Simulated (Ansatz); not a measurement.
```yaml
atoms:
  - { symbol: F, position_ang: [0.2063, 0.3529, -1.2858] }
  - { symbol: F, position_ang: [0.0303, 0.0363, -2.6179] }
  - { symbol: Br, position_ang: [-0.6801, -1.1777, 2.0865] }
  - { symbol: Br, position_ang: [0.4435, 0.7885, 1.8172] }
```

Geometry: PBE0-D4/def2-TZVP.

Theory: RKS PBE0-D4/def2-TZVPPD (Ansatz).

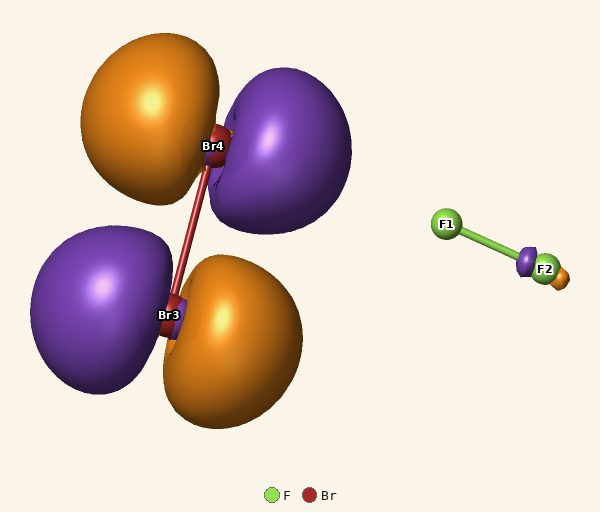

F₂···Br₂ (SMILES FF.BrBr). The HOMO−1 at ±0.1 Å⁻³ᐟ² (orange and purple are the two phases), seen at a tilt.

Question: What is the character of this orbital?

Answer: Its weight (Hirshfeld) is mainly on Br3 (about 50 %) and Br4 (about 50 %); it is symmetric in the molecular plane (an in-plane orbital: σ, lone-pair or in-plane π type). Its energy is −8.20 eV.
